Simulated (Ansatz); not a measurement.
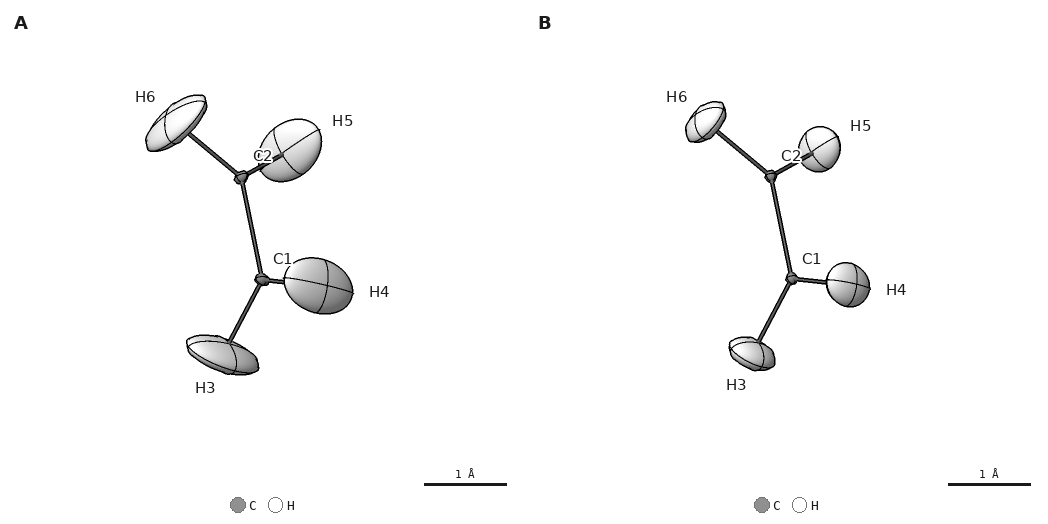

Displacement ellipsoids at the 50 % level, scaled by 1.5, from the internal vibrations of the free molecule (harmonic, no overall translation or rotation; no half-axis is drawn under 0.075 Å). Charge 0, triplet. Vibrations computed with UKS PBE0-D4/def2-TZVP (Ansatz 0.2.0). One panel is for 100 K, the other for 900 K.

Which panel is for 900 K?

Answer. A.

How much does the mean-square displacement of H5 grow, and why?

Answer. U_eq goes from 0.0131 to 0.0275 Å², a factor of 2.1. Modes below kT (626 cm⁻¹ at 900 K) grow about in proportion to T, and the lowest lies at 429 cm⁻¹; the mean-square amplitude of a mode is its zero-point value times coth(ħω/2kT), which comes close to 1 only above about 3kT.

The spin state was imposed, and no run here compares it with a lower spin, which may lie lower.
